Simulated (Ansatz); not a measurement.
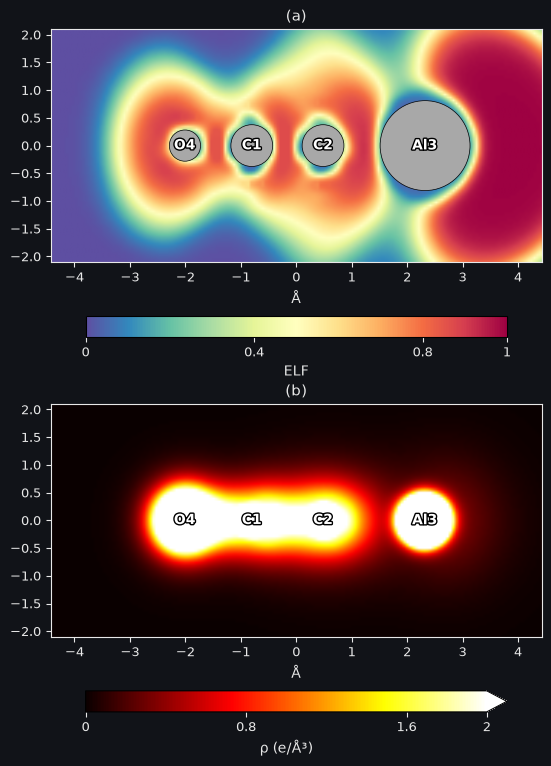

C$_{2}$AlO (charge −1). (a) ELF; (b) electron density on a plane that holds the molecular axis. Grey discs cover the atomic cores in the ELF map.

Geometry: r2SCAN-D4/def2-SVPD.

These are results of Ansatz, isolated molecule in a Gaussian basis; Kohn-Sham density functional theory, functional PBE0, not measurements.

```xyz
4

C     0.0000    0.0000   -0.8011
C     0.0000    0.0000    0.4836
Al    0.0000    0.0000    2.3244
O     0.0000    0.0000   -2.0069
```

Q: What do the fields say about this system?

A:
- The plane passes through C, Al and O nuclei.
- C–O (1.21 Å): ρ at the midpoint is about 3.3 e/Å³; the ELF peaks at about 0.85 between the atoms: a short, multiple covalent bond.
- C–C (1.28 Å): ρ is about 2.4 e/Å³ halfway; the ELF peaks at about 0.85 between the atoms: a multiple bond.
- C–Al (1.84 Å): ρ is about 0.76 e/Å³ halfway; the ELF peaks at about 0.90 between the atoms, as expected for a shared but strongly polarised pair.
- The ELF also peaks beside O4, away from the bonds: lone-pair regions.
